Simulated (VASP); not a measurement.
Band structure of TiSe$_{2}$ (1T layered). Level of theory: optB86b-vdW, VASP's PBE PAW potentials (set 64) (plane waves; VASP).

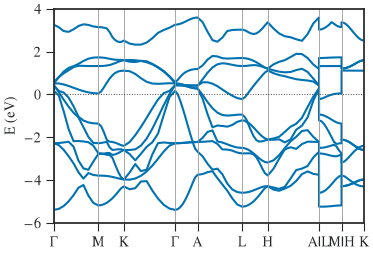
Figure: Bands along high-symmetry lines, zero at the valence-band maximum or, without a gap, the Fermi level

**Question.** Read the plot: is there a gap, and where are the band edges?

**Answer.** It has no gap at this level: it comes out as a metal or semimetal. (Edges off the drawn lines would not show.)

The compound is TiSe2 in the 1T layered structure. It was relaxed first.
